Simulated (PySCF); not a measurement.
```csv
atom,x (Å),y (Å),z (Å)
C,2.4123,0.5377,-1.0535
N,1.2597,0.6521,-0.5711
C,1.0427,0.5299,0.8253
Ge,-0.0870,-1.1277,0.9389
As,-1.1531,-1.0972,-1.2012
C,-2.2264,0.5234,-0.8329
H,3.3125,0.4008,-0.4460
H,2.5342,0.5844,-2.1250
H,0.4378,1.3767,1.1552
H,1.9669,0.4964,1.4160
H,-0.8802,-1.0576,2.2449
H,0.8847,-2.2690,1.2067
H,-2.2441,-2.0581,-0.7768
H,-2.7165,0.4809,0.1379
H,-2.9870,0.6502,-1.6031
H,-1.5639,1.3863,-0.8638
```

Geometry: GFN2-xTB.

Theory: PySCF 2.14.0, B3LYP/def2-SVPD, SCF density, gas phase.

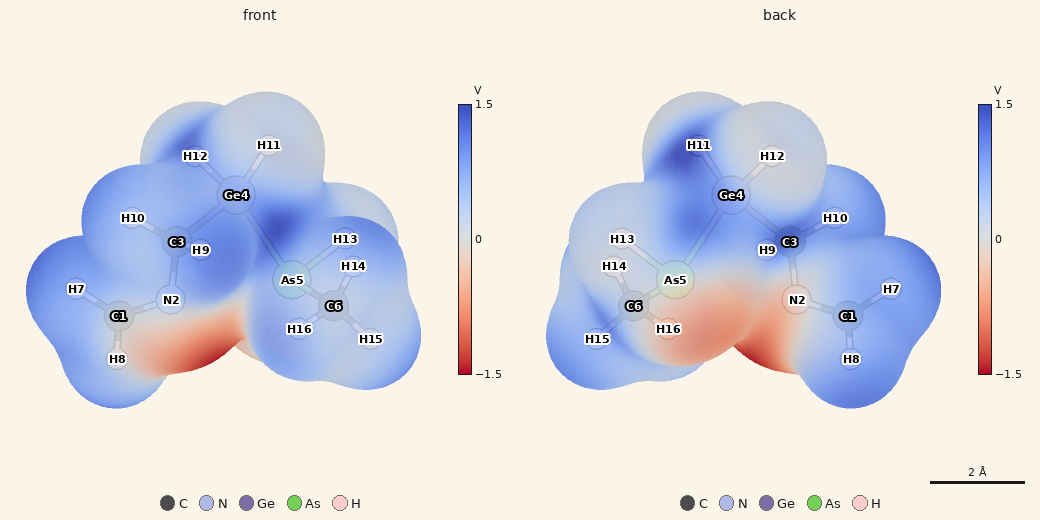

C₃H₁₀AsGeN (SMILES C=N[CH2][GeH2][AsH]C). The molecular electrostatic potential painted on the density surface at 0.004 e/bohr³, seen from the front and from behind; the colour scale runs from red (negative) to blue (positive).

### Where is the surface potential most negative and most positive?

The most negative region (about −1.4 V, or −32 kcal/mol for a unit charge) lies over N2, the most positive (about +1.4 V, or +32 kcal/mol for a unit charge) over Ge4. N2 is the likeliest acceptor of a hydrogen bond.

### How polar is the molecule by this calculation?

Its dipole moment is 1.09 D.
